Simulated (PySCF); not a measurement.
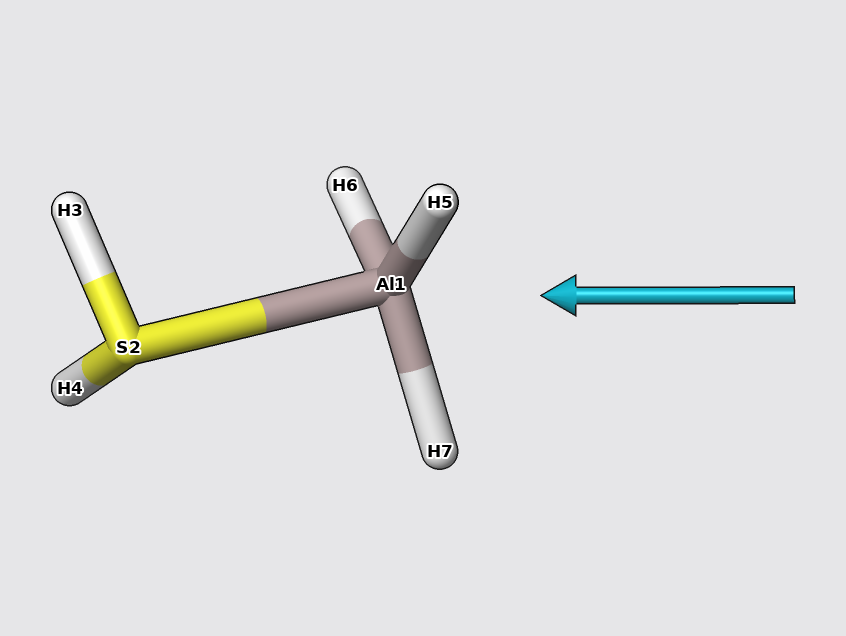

The arrow beside the molecule shows the direction of the dipole moment, from the negative to the positive end (its length means nothing). The geometry was computed by an optimisation with PBE0-D3(BJ)/def2-SVP. No frequency run is at hand to confirm it as a minimum. Properties computed with PBE0/pcSseg-1 (pcSseg-2 on Al), gas phase (PySCF 2.14.0).

Question: Estimate the dipole moment.

Answer: 3.85 D; it points from the side of H5, H7 to the side of H3, H4 (the outermost atoms at the two ends).
